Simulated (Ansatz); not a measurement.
# CH₇B₂NOSi: one species, many methods

How much do the methods differ for CH₇B₂NOSi? The plan is to run it at one geometry with functionals of several rungs and with coupled cluster. The yardstick is the atomisation energy at the CCSD(T) limit.

Computed with Ansatz 0.2.0, Gaussian basis. Level: functionals in def2-TZVPP, the program's frozen cores in correlated methods.

The runs, in order: PBE-D4, r2SCAN-D4, PBE0-D4, B3LYP-D4, ωB97X-V, ωB97M-V, B2PLYP; CCSD(T)/def2-TZVPP; MP2/def2-QZVPP; extrapolation to the limit.

### Step 1. The relaxed structure

The geometry comes from an earlier relaxation with PBE0-D4 in a triple-zeta def2 set; it is a stationary point, not always the lowest conformer.

SMILES `B[SiH]1BN1CO`, 13 atoms, charge 0, spin multiplicity 1.

Atoms are counted from 1 here; the program's logs count them from 0.

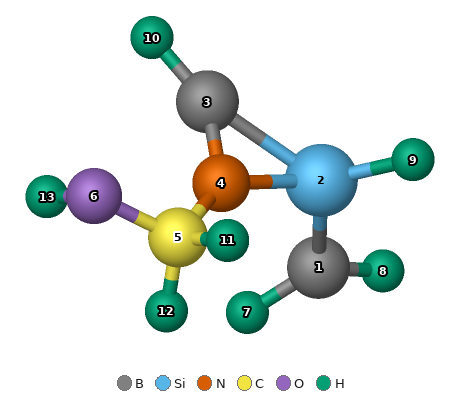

The geometry (boron grey, silicon blue, nitrogen orange, carbon yellow, oxygen purple, hydrogen teal); atoms are numbered from 1 in the order of the file.

### Step 2. PBE-D4 (GGA)

Input file in.yaml:

```yaml
crystal:
  periodic: [false, false, false]
  atoms:
    - {symbol: B, position_ang: [-2.602906, -0.307953, -0.415819]}
    - {symbol: Si, position_ang: [-0.909176, 0.386084, -1.113194]}
    - {symbol: B, position_ang: [0.212500, 1.507815, 0.052708]}
    - {symbol: N, position_ang: [0.536410, 0.195753, -0.089448]}
    - {symbol: C, position_ang: [1.518521, -0.761433, 0.348235]}
    - {symbol: O, position_ang: [2.464989, -0.210144, 1.205080]}
    - {symbol: H, position_ang: [-2.655263, -0.714208, 0.708570]}
    - {symbol: H, position_ang: [-3.621093, -0.232534, -1.038677]}
    - {symbol: H, position_ang: [-0.596240, 0.297220, -2.564698]}
    - {symbol: H, position_ang: [0.593201, 2.476588, 0.620923]}
    - {symbol: H, position_ang: [2.066966, -1.135117, -0.520206]}
    - {symbol: H, position_ang: [0.987715, -1.606346, 0.808310]}
    - {symbol: H, position_ang: [2.024877, 0.069374, 2.013218]}
basis:
  gaussian: {orbitals: def2-TZVPP}
hamiltonian: {xc: pbe, dispersion: d4}
output: {forces: true, orbitals: {seedname: orbitals}}
```

Command:

```bash
$ ansatz run in.yaml --threads 4 --pin off --events-out ev --progress --plain --max-ram 10444MiB
```

What it wrote, shortened:

```text
Functional definition: PBE
  name "PBE"
  cite "Perdew, Burke & Ernzerhof, Phys. Rev. Lett. 77, 3865 (1996) doi:10.1103/PhysRevLett.77.3865"
  parent pbe
[...]
1525 factors; their error is unknown
[...]
mean field -13907.82045862 eV, -511.1029747948 hartree, gradient 1.7e-5 eV, S^2 0.000000; 0 other end points of the search recorded, 0 dependent functions left out
[...]
reference -13907.82051285 eV, -511.1029767880 hartree; 26, 26 occupied and 269, 269 virtual orbitals, 1525 factors
Total energy: -13908.10045105 eV, -511.1132643269 hartree
Atom 0 at    -2.602906    -0.307953    -0.415819 Å, force     0.143252     0.069711    -0.058150 eV/Å
Atom 1 at    -0.909176     0.386084    -1.113194 Å, force    -0.579690    -0.173387    -0.177805 eV/Å
Atom 2 at     0.212500     1.507815     0.052708 Å, force     0.038527     0.312061     0.110946 eV/Å
Atom 3 at     0.536410     0.195753    -0.089448 Å, force     0.116815    -0.050327     0.039991 eV/Å
Atom 4 at     1.518521    -0.761433     0.348235 Å, force    -0.082095    -0.175225    -0.051916 eV/Å
Atom 5 at     2.464989    -0.210144     1.205080 Å, force     0.627310     0.073242    -0.067790 eV/Å
Atom 6 at    -2.655263    -0.714208     0.708570 Å, force    -0.000004    -0.037350     0.127442 eV/Å
Atom 7 at    -3.621093    -0.232534    -1.038677 Å, force    -0.103791     0.007214    -0.076939 eV/Å
Atom 8 at    -0.596240     0.297220    -2.564698 Å, force     0.065467     0.032735    -0.165276 eV/Å
Atom 9 at     0.593201     2.476588     0.620923 Å, force     0.013422     0.118532     0.046322 eV/Å
Atom 10 at     2.066966    -1.135117    -0.520206 Å, force     0.117893    -0.098598    -0.201164 eV/Å
Atom 11 at     0.987715    -1.606346     0.808310 Å, force    -0.145891    -0.207873     0.071887 eV/Å
Atom 12 at     2.024877     0.069374     2.013218 Å, force    -0.211214     0.129263     0.402451 eV/Å
Dipole moment:     0.065160    -0.199450     0.172699 e Å
```

It took 2.1 s on 4 threads of INTEL XEON PLATINUM 8581C at 2.10GHz, shared host; peak memory 0.44 GiB.

Atomisation energy: 49.936 eV (free atoms -13858.164 eV, run apart). HOMO -5.93 eV, LUMO -3.23 eV.

### Step 3. r2SCAN-D4 (meta-GGA)

in.yaml, as its differences from that of step 2:

```diff
@@ -18,3 +18,3 @@
   gaussian: {orbitals: def2-TZVPP}
-hamiltonian: {xc: pbe, dispersion: d4}
+hamiltonian: {xc: r2scan, dispersion: d4}
 output: {forces: true, orbitals: {seedname: orbitals}}
```

Launched as before.

What it wrote, shortened:

```text
Functional definition: r2SCAN
  name "r2SCAN"
  cite "Furness, Kaplan, Ning, Perdew & Sun, J. Phys. Chem. Lett. 11, 8208 (2020) doi:10.1021/acs.jpclett.0c02405"
  cite "Furness, Kaplan, Ning, Perdew & Sun, J. Phys. Chem. Lett. 11, 9248 (2020) doi:10.1021/acs.jpclett.0c03077"
  parent r2scan
[...]
1525 factors; their error is unknown
[...]
mean field -13915.47721735 eV, -511.3843554884 hartree, gradient 3.5e-5 eV, S^2 0.000000; 0 other end points of the search recorded, 0 dependent functions left out
[...]
reference -13915.47723387 eV, -511.3843560954 hartree; 26, 26 occupied and 269, 269 virtual orbitals, 1525 factors
Total energy: -13915.54865195 eV, -511.3869806615 hartree
Atom 0 at    -2.602906    -0.307953    -0.415819 Å, force     0.023644     0.029344    -0.022835 eV/Å
Atom 1 at    -0.909176     0.386084    -1.113194 Å, force    -0.235094    -0.131300    -0.099424 eV/Å
[...]
Atom 3 at     0.536410     0.195753    -0.089448 Å, force    -0.036790     0.128253    -0.002281 eV/Å
Atom 4 at     1.518521    -0.761433     0.348235 Å, force    -0.020751    -0.298810    -0.092866 eV/Å
Atom 5 at     2.464989    -0.210144     1.205080 Å, force     0.241972     0.115662     0.119524 eV/Å
Atom 6 at    -2.655263    -0.714208     0.708570 Å, force    -0.004110     0.014970    -0.029229 eV/Å
Atom 7 at    -3.621093    -0.232534    -1.038677 Å, force     0.030008    -0.007839     0.023177 eV/Å
Atom 8 at    -0.596240     0.297220    -2.564698 Å, force     0.008332     0.026958     0.001319 eV/Å
Atom 9 at     0.593201     2.476588     0.620923 Å, force    -0.016339    -0.030388    -0.020626 eV/Å
Atom 10 at     2.066966    -1.135117    -0.520206 Å, force     0.003663     0.001208     0.001798 eV/Å
Atom 11 at     0.987715    -1.606346     0.808310 Å, force    -0.019792    -0.012971     0.000274 eV/Å
Atom 12 at     2.024877     0.069374     2.013218 Å, force    -0.038202     0.008786     0.038545 eV/Å
Dipole moment:     0.025637    -0.204297     0.173209 e Å
```

It took 3.1 s on 4 threads of INTEL XEON PLATINUM 8581C at 2.10GHz, shared host; peak memory 0.47 GiB.

With the free atoms at this level, -13866.563 eV in sum, the atomisation energy is 48.985 eV. HOMO -6.09 eV, LUMO -2.99 eV.

### Step 4. PBE0-D4 (hybrid)

in.yaml, as its differences from that of step 3:

```diff
@@ -18,3 +18,3 @@
   gaussian: {orbitals: def2-TZVPP}
-hamiltonian: {xc: r2scan, dispersion: d4}
-output: {forces: true, orbitals: {seedname: orbitals}}
+hamiltonian: {xc: pbe0, dispersion: d4}
+output: {orbitals: {seedname: orbitals}}
```

Launched as before.

What it wrote:

```text
Functional definition: PBE0
  name "PBE0"
  cite "Adamo & Barone, J. Chem. Phys. 110, 6158 (1999) doi:10.1063/1.478522"
  cite "Perdew, Burke & Ernzerhof, Phys. Rev. Lett. 77, 3865 (1996) doi:10.1103/PhysRevLett.77.3865"
  parent pbe
  parameter a = 0.25
  parameter kappa = 0.804
  parameter beta = 0.06672455060314922
  exchange = (1 - a)*pbe_x(kappa = kappa, mu = beta*pi^2/3) + a*exact_x
  correlation = pbe_c(beta = beta)
1528 factors; their error is unknown
mean field evaluation 1: about -13900.1890 eV, gradient 6.6e1 eV
mean field evaluation 2: about -13883.0609 eV, gradient 1.1e2 eV
mean field evaluation 4: about -13908.9767 eV, gradient 8.1e0 eV
mean field evaluation 8: about -13909.1004 eV, gradient 1.3e-1 eV
mean field evaluation 16: about -13909.1164 eV, gradient 4.0e-4 eV
mean field -13909.11641928 eV, -511.1506004706 hartree, gradient 7.6e-5 eV, S^2 0.000000; 0 other end points of the search recorded, 0 dependent functions left out
reference -13909.11645983 eV, -511.1506019608 hartree; 26, 26 occupied and 269, 269 virtual orbitals, 1528 factors
Total energy: -13909.35455795 eV, -511.1593519055 hartree
```

Run time: 2.3 s. Hardware: 4 threads of INTEL XEON PLATINUM 8581C at 2.10GHz, shared host; peak memory 0.82 GiB.

With the free atoms at this level, -13860.421 eV in sum, the atomisation energy is 48.934 eV. HOMO -6.88 eV, LUMO -2.38 eV.

### Step 5. B3LYP-D4 (hybrid)

B3LYP here takes the VWN-RPA correlation.

in.yaml, as its differences from that of step 4:

```diff
@@ -18,3 +18,3 @@
   gaussian: {orbitals: def2-TZVPP}
-hamiltonian: {xc: pbe0, dispersion: d4}
-output: {orbitals: {seedname: orbitals}}
+hamiltonian: {xc: {name: B3LYP}, dispersion: d4}
+output: {forces: true, orbitals: {seedname: orbitals}}
```

Launched as before.

What it wrote, shortened:

```text
Functional definition: B3LYP
  name "B3LYP"
  cite "Stephens, Devlin, Chabalowski & Frisch, J. Phys. Chem. 98, 11623 (1994) doi:10.1021/j100096a001"
  cite "Becke, Phys. Rev. A 38, 3098 (1988) doi:10.1103/PhysRevA.38.3098"
  cite "Lee, Yang & Parr, Phys. Rev. B 37, 785 (1988) doi:10.1103/PhysRevB.37.785"
  cite "Vosko, Wilk & Nusair, Can. J. Phys. 58, 1200 (1980) doi:10.1139/p80-159"
[...]
1528 factors; their error is unknown
[...]
mean field -13920.61152477 eV, -511.5730378060 hartree, gradient 3.1e-5 eV, S^2 0.000000; 0 other end points of the search recorded, 0 dependent functions left out
[...]
reference -13920.61184858 eV, -511.5730497057 hartree; 26, 26 occupied and 269, 269 virtual orbitals, 1528 factors
Total energy: -13921.06135516 eV, -511.5895687679 hartree
Atom 0 at    -2.602906    -0.307953    -0.415819 Å, force    -0.109424    -0.044832     0.036575 eV/Å
[...]
Atom 3 at     0.536410     0.195753    -0.089448 Å, force    -0.125213     0.179479    -0.035042 eV/Å
Atom 4 at     1.518521    -0.761433     0.348235 Å, force    -0.073616    -0.351489    -0.211232 eV/Å
Atom 5 at     2.464989    -0.210144     1.205080 Å, force     0.211326     0.115385     0.224553 eV/Å
Atom 6 at    -2.655263    -0.714208     0.708570 Å, force    -0.000195     0.046641    -0.123542 eV/Å
Atom 7 at    -3.621093    -0.232534    -1.038677 Å, force     0.108068    -0.011153     0.070816 eV/Å
Atom 8 at    -0.596240     0.297220    -2.564698 Å, force    -0.029000    -0.000873     0.085202 eV/Å
Atom 9 at     0.593201     2.476588     0.620923 Å, force    -0.041545    -0.113915    -0.064998 eV/Å
Atom 10 at     2.066966    -1.135117    -0.520206 Å, force    -0.027779     0.004674     0.051579 eV/Å
Atom 11 at     0.987715    -1.606346     0.808310 Å, force     0.043929     0.034535    -0.024395 eV/Å
Atom 12 at     2.024877     0.069374     2.013218 Å, force     0.039985     0.024479     0.053470 eV/Å
Dipole moment:    -0.032246    -0.210300     0.149073 e Å
```

Wall time 3.7 s (4 threads of INTEL XEON PLATINUM 8581C at 2.10GHz, shared host); peak memory 0.96 GiB.

With the free atoms at this level, -13872.221 eV in sum, the atomisation energy is 48.840 eV. HOMO -6.69 eV, LUMO -2.55 eV.

### Step 6. ωB97X-V (range-separated)

in.yaml, as its differences from that of step 5:

```diff
@@ -18,3 +18,3 @@
   gaussian: {orbitals: def2-TZVPP}
-hamiltonian: {xc: {name: B3LYP}, dispersion: d4}
-output: {forces: true, orbitals: {seedname: orbitals}}
+hamiltonian: {xc: {name: wB97X-V}}
+output: {orbitals: {seedname: orbitals}}
```

Same command.

What it wrote, shortened:

```text
Functional definition: wB97X-V
  name "wB97X-V"
  cite "Mardirossian & Head-Gordon, Phys. Chem. Chem. Phys. 16, 9904 (2014) doi:10.1039/C3CP54374A"
  cite "Becke, J. Chem. Phys. 107, 8554 (1997) doi:10.1063/1.475007"
  cite "Vydrov & Van Voorhis, J. Chem. Phys. 133, 244103 (2010) doi:10.1063/1.3521275"
[...]
      + integral(e_c_pw_opposite_spin*poly(b97_u_opposite, cos0, cos1)) + vv10(b, c)
1528 factors; their error is unknown
387 factors; integrals over basis functions are off by at most 1.2e-5 eV
[...]
mean field -13916.60598225 eV, -511.4258368333 hartree, gradient 1.9e-5 eV, S^2 0.000000; 0 other end points of the search recorded, 0 dependent functions left out
reference -13916.60597957 eV, -511.4258367350 hartree; 26, 26 occupied and 269, 269 virtual orbitals, 1528 factors
Total energy: -13916.60597957 eV, -511.4258367350 hartree
```

Run time: 5.5 s. Hardware: 4 threads of INTEL XEON PLATINUM 8581C at 2.10GHz, shared host; peak memory 1 GiB.

Atomisation energy: 48.873 eV (free atoms -13867.733 eV, run apart). HOMO -9.01 eV, LUMO -0.30 eV.

[end of part 1 of 2]
